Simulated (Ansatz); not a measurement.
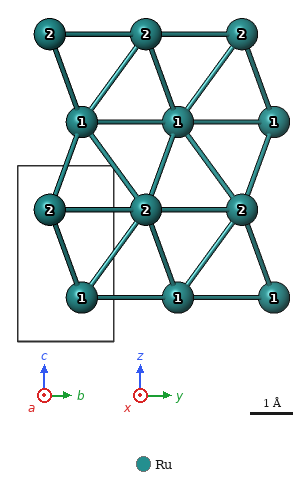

Energy scan for crystalline Ru (P6_3/mmc), in which the ratio of the cell's length along z to its lengths across, counted as 1 for the reference, is changed at fixed volume (a c/a path), with the atoms kept at their fractional coordinates. x, y and z are the Cartesian axes of the input. The picture shows the reference cell. A ball-and-stick model of the cell of the calculation, repeated 3 × 3 × 2 with one cell outlined, seen along the a axis.

These are results of Ansatz 0.2.0, DFT PBE, scalar-relativistic, plane waves, PAW, not measurements. Set-up: plane-wave cutoff 420 eV; k-point mesh 24 × 24 × 12; occupations gaussian; smearing width 0.15 eV; no spin polarisation. Energies (free energies at the smearing named) are counted from the cell as listed in its source, which wasn't relaxed.

Input
```yaml
crystal:
  lattice:
    - [2.7057993342, 0.0, 0.0]
    - [-1.3528996671, 2.343290961, 0.0]
    - [0.0, 0.0, 4.2819]
  atoms:
    - { symbol: Ru, position: [0.3333333333, 0.6666666667, 0.25] }
    - { symbol: Ru, position: [0.6666666667, 0.3333333333, 0.75] }
basis:
  ecutwfc: 420
kpoints:
  mp_grid: { grid: [24, 24, 12] }
hamiltonian:
  xc: pbe
scf:
  occupations: { method: gaussian, width: 0.15 }
output:
  forces: true
  stress: true
  eigenvalues: true
  write_density: true
  write_potential: true
  elf: true
  volumetric_format: npy
```

Command:
```bash
ansatz run input.yaml --threads 1 --pin off --max-ram 2560MiB --backend cpu --events-out ev --progress --plain --runs-dir out
```

Q: Predict the energy profile (the relative ratio: 0.80, 0.85, 0.92, 0.96, 1.00, 1.05, 1.10, 1.20, 1.30).

A:
| axial ratio over its reference value | ΔE (meV/atom) |
| --- | --- |
| 0.80 | 518 |
| 0.85 | 298 |
| 0.92 | 82 |
| 0.96 | 19 |
| 1.00 | 0 |
| 1.05 | 35 |
| 1.10 | 127 |
| 1.20 | 440 |
| 1.30 | 831 |

Of the computed points the lowest is at the relative ratio 1.00, 0 meV/atom. At the ends of the scan the energy is 518 meV/atom (0.80) and 831 meV/atom (1.30). The unrelaxed reference is under a pressure of 4.5 GPa. The distortion keeps the space group P6_3/mmc. At the relative ratio 1.30 the cell of the drawing goes a 2.706 → 2.479 Å, b 2.706 → 2.479 Å, c 4.282 → 5.100 Å.

As a plot:

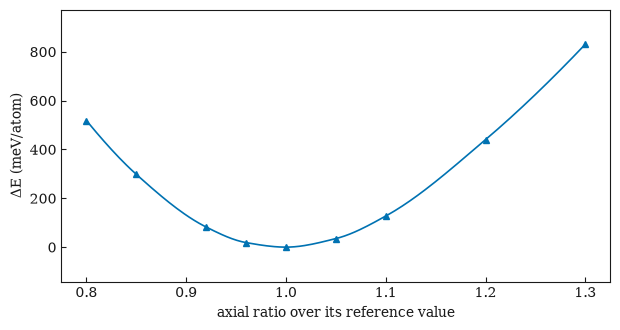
